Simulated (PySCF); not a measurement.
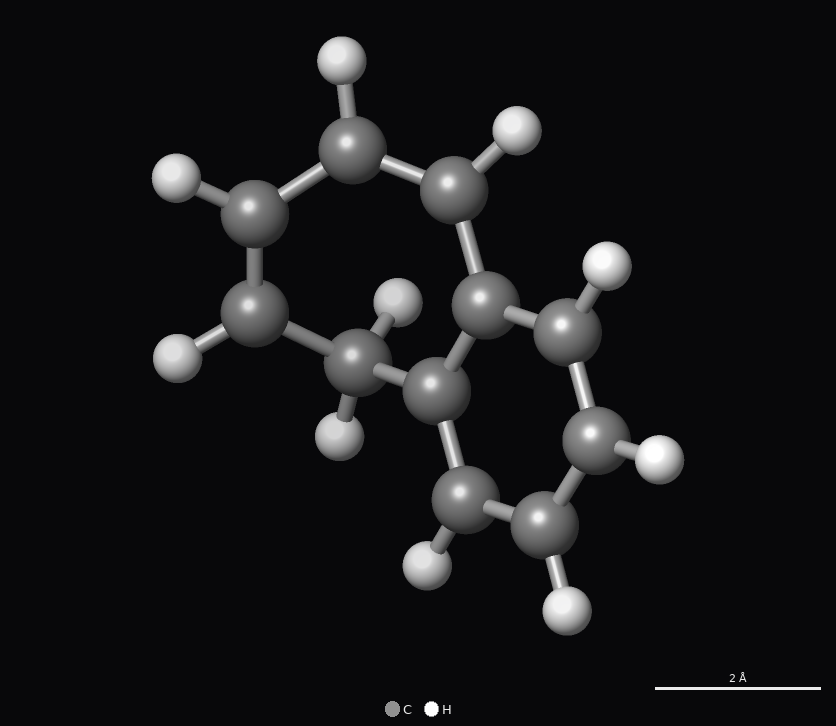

The picture shows a molecular structure as a ball-and-stick model. Every bond is drawn as one stick, whatever its order.

The geometry was computed by an optimisation with PBE0-D3(BJ)/def2-SVP. No frequency run is at hand to confirm it as a minimum.

**Which formula does it have?**

C11H10, 21 atoms: 11 carbon and 10 hydrogen.

**Give the symmetry (Schoenflies symbol).**

C1.

**Does it have rings?**

Independent rings (smallest set): 1 of 6 members, 1 of 7 members, 1 of them aromatic.

**Name functional groups in it.**

Among them: alkene.

**Give a SMILES string for it.**

C1=CCc2ccccc2C=C1

More results for the same structure follow; atom numbers are the same in all pictures, views and colours differ.

**Electronic properties**

No frequency run is at hand to confirm it as a minimum. Method: PBE0/def2-SVPD, gas phase (PySCF 2.14.0). Excitations: vertical, linear response.

**Give the dipole moment at this level.**

0.21 D.

**Estimate the brightest of the 10 lowest singlets.**

6.38 eV.

**Give the HOMO energy (Kohn–Sham orbital) at this level.**

−6.28 eV.

**Give the mean static polarisability at this level.**

128.4 bohr³.

**NMR shielding**

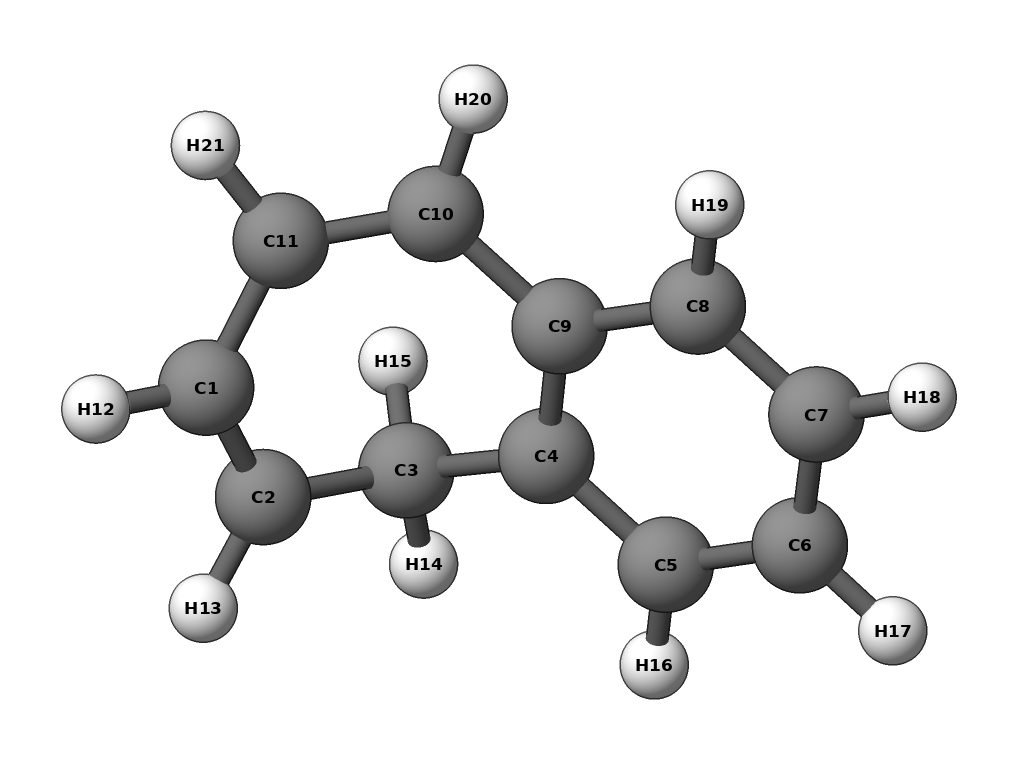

No frequency run is at hand to confirm it as a minimum. Level of theory: GIAO PBE0/pcSseg-1 NMR shielding, non-relativistic, gas phase (PySCF 2.14.0). Principal shieldings σ11 ≤ σ22 ≤ σ33, span Ω = σ33 − σ11, skew κ = 3(σiso − σ22)/Ω.

Give the shielding tensors of the C atoms.

```csv
atom,σ11,σ22,σ33,σiso,Ω,κ
C1,−60.9,60.0,153.7,50.9,214.6,−0.13
C2,−31.3,25.9,156.9,50.5,188.2,0.39
C3,130.3,145.6,164.3,146.7,34.0,0.10
C4,−64.3,32.5,165.6,44.6,230.0,0.16
C5,−50.9,49.9,156.1,51.7,207.0,0.03
C6,−65.6,39.2,174.5,49.4,240.0,0.13
C7,−54.8,41.1,174.9,53.7,229.7,0.16
C8,−52.3,42.8,162.9,51.2,215.2,0.12
C9,−44.5,5.9,169.4,43.6,213.9,0.53
C10,−65.7,47.9,146.2,42.8,211.9,−0.07
C11,−62.3,51.5,156.9,48.7,219.1,−0.04
```

Shieldings and span in ppm.

**Ring current**

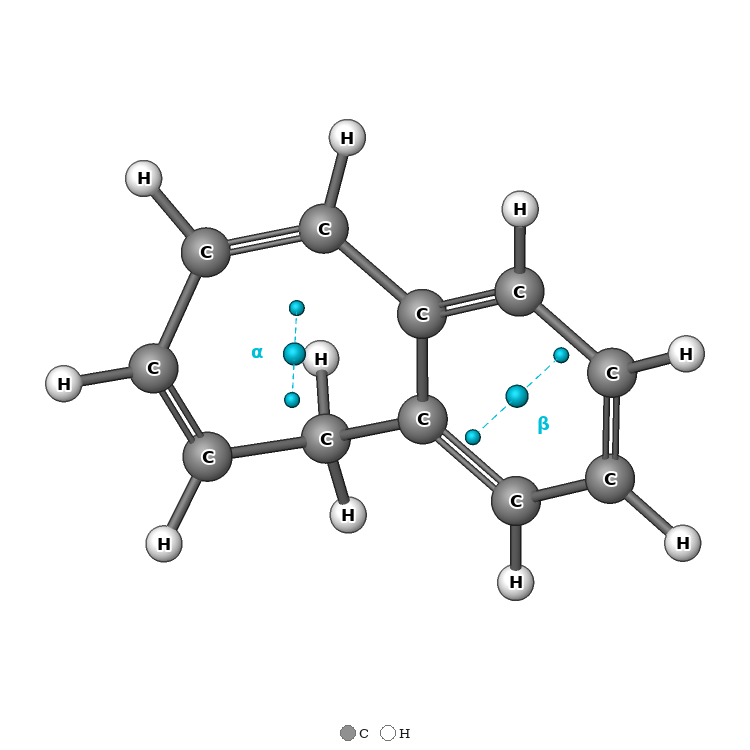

The small points mark where nucleus-independent chemical shifts (NICS) were computed: at the centre of each lettered ring and 1 Å above and below it. No frequency run is at hand to confirm it as a minimum. Method: GIAO PBE0/pcSseg-1 NMR shielding, non-relativistic, gas phase (PySCF 2.14.0).

Give NICS(0), NICS(1) and the out-of-plane component NICS(1)zz for each ring (means of the two sides).

| ring | members | NICS(0) | NICS(1) | NICS(1)zz |
| --- | --- | --- | --- | --- |
| α | C7 | −1.7 | −4.8 | −4.2 |
| β | C6 | −9.1 | −11.6 | −28.6 |

Values in ppm.

**What do the values say about the ring currents?**

Ring α: weak, as in a non-aromatic ring. Ring β: diatropic, as in an aromatic ring. NICS is one index among several.
